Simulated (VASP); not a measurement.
Band structure of VN (rock salt). All values below come from PBE GGA, VASP's PBE PAW potentials (set 64) (plane waves; VASP 6.6.1).

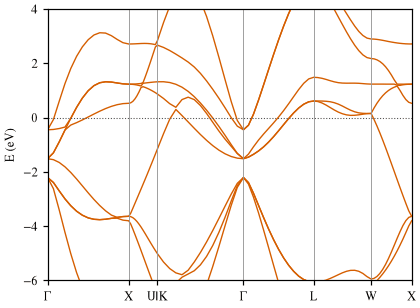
*Bands along high-symmetry lines, zero at the valence-band maximum or, without a gap, the Fermi level*

Read the plot: is there a gap, and where are the band edges?

It has no gap at this level: it comes out as a metal or semimetal. (Edges off the drawn lines would not show.)

The compound is VN in the rock salt structure, which distorts at low temperature. It was relaxed first. The run is not spin-polarised, so no magnetic state was tried. VASP warned that the highest band is occupied, so more bands are needed.
